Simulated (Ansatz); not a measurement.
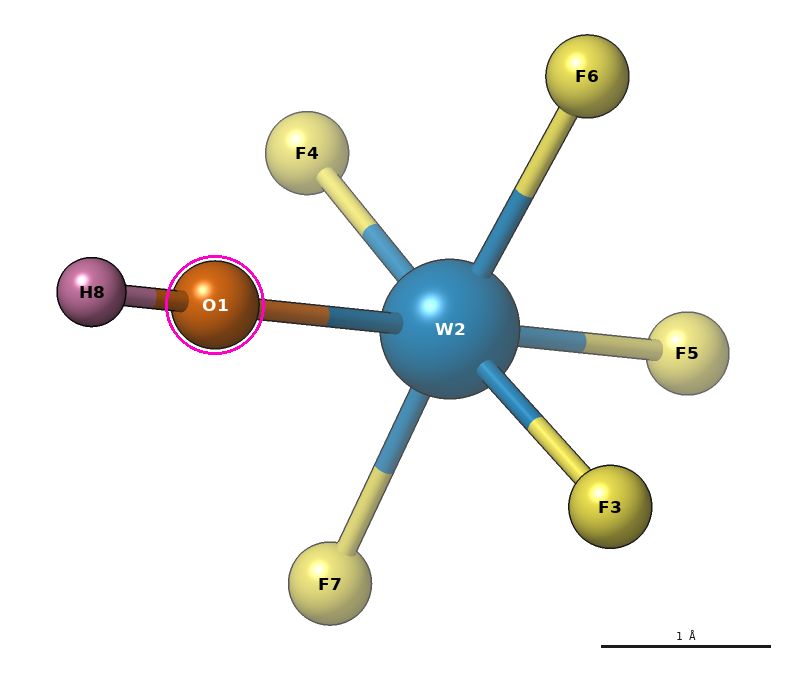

Orthographic view. Depth is shown by fading: the farther an atom, the more it takes the colour of the background. Charge 0, singlet. The computed geometry is a stationary point of PBE0-D4/def2-TZVP, a saddle point of order 2.

### Which atoms are bonded to the circled atom?

The circled atom is O1; it is bonded to W2, H8.

### Which atom is nearest the viewer?

H8, 1.6 Å in front of the mean position.

### Which two atoms are farthest apart in space?

F5 and H8, 4.62 Å.

### Of W2 and F5, which is nearer the viewer?

W2; the bond to F5 points away from the viewer, so it looks shorter than its 1.84 Å.
